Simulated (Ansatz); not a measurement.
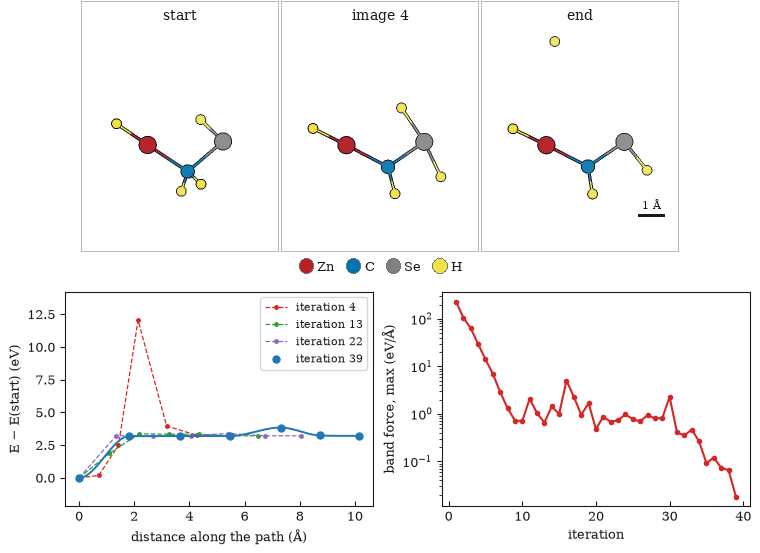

A nudged-elastic-band calculation for CH4SeZn. Images are numbered from 0 (start) to 6 (end). The plot follows the band through its iterations. The picture is a ball-and-stick view, seen at a tilt.

The calculation used Ansatz, UHF/def2-SVP. Run with 5 movable images; climbing image; force threshold 0.03 eV/Å; iteration limit 60; starting path through a guess of the saddle point.

Q: Did the band converge, and can the barrier be trusted?

A: The result is final at these settings. The band converged in 39 iterations. The largest component of the band force went from 230 to 0.018 eV/Å. The climbing image converged on the top of the path. Its vibrational analysis gives one imaginary mode (864i cm⁻¹), as a transition state must have. The first iteration put the highest image at 57.05 eV. The energy climbs by 3.85 eV to image 4 and then falls by 0.63 eV, so the end point sits at +3.22 eV.

Limits of the set-up: Hartree-Fock leaves out electron correlation.
